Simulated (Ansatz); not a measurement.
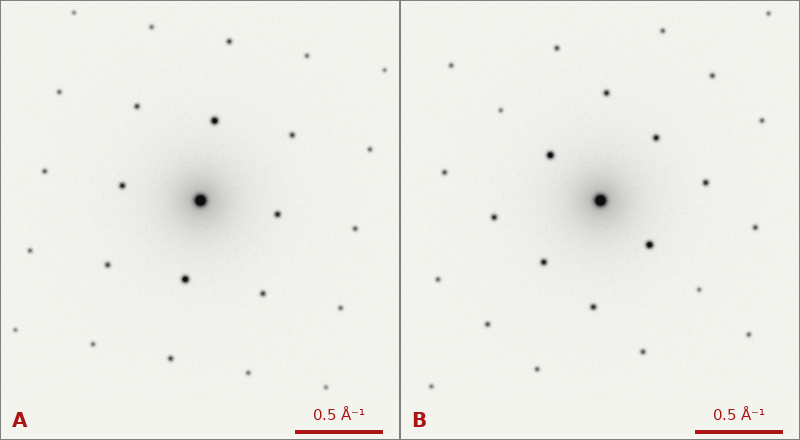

Kinematic electron diffraction patterns (200 kV, B = 0.5 Å², same scale, each along a low-index zone) of two structures of composition ReC3, each relaxed at zero pressure with DFT PBE, scalar-relativistic, plane waves, PAW (Ansatz).

The structures (standard cells):
1. P6_3mc (No. 186), a = 4.151 Å, c = 5.200 Å (hexagonal axes), 8 atoms; generated start, possibly hypothetical
2. P6_3/mmc (No. 194), a = 4.405 Å, c = 4.314 Å (hexagonal axes), 8 atoms; generated start, possibly hypothetical

Q: Which pattern belongs to which structure, and along which zone?

A: A is structure 2 along [210] or an equivalent direction: rectangular net (close to square) of 1 -2 0 at d = 2.20 Å and 0 0 2 at d = 2.16 Å, 90.0° apart (some points of this net are extinct or too weak to see). B is structure 1 along [210] or an equivalent direction: rectangular net of 0 0 2 at d = 2.60 Å and 1 -2 0 at d = 2.08 Å, 90.0° apart (some points of this net are extinct or too weak to see).

Q: Rank the structures by their computed energy.

A: Structure 1 (P6_3mc, 9.70 Å³ an atom) is the lowest of these; structure 2 (P6_3/mmc, 9.06 Å³ an atom) lies about 350 meV an atom higher. These are static energies at 0 K; other structures, not shown, may lie lower still.
